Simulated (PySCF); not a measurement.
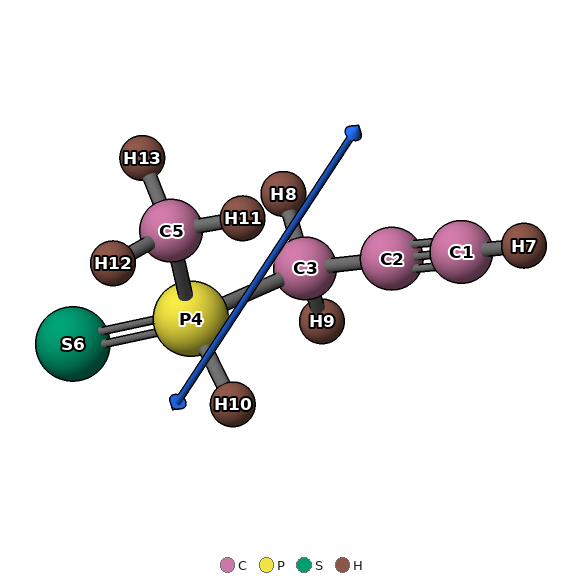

The double arrow shows the direction of the transition dipole to excited singlet state 6 (its length means nothing). Computed geometry: GFN2-xTB optimisation. No frequency run is at hand to confirm it as a minimum. Properties computed with TDDFT CAM-B3LYP/def2-SVPD, vertical, gas phase, core orbitals frozen in the response (PySCF 2.14.0).

**Give its energy, strength and character.**

6.45 eV (192 nm), oscillator strength 0.073, of mixed character, with the largest part HOMO → LUMO+4 (weight 0.28); transition dipole 1.73 D.

The geometry is semi-empirical. Around P such bond lengths and angles can be off by a tenth of an ångström or more and by several degrees, and values that hang on the shape move with them.
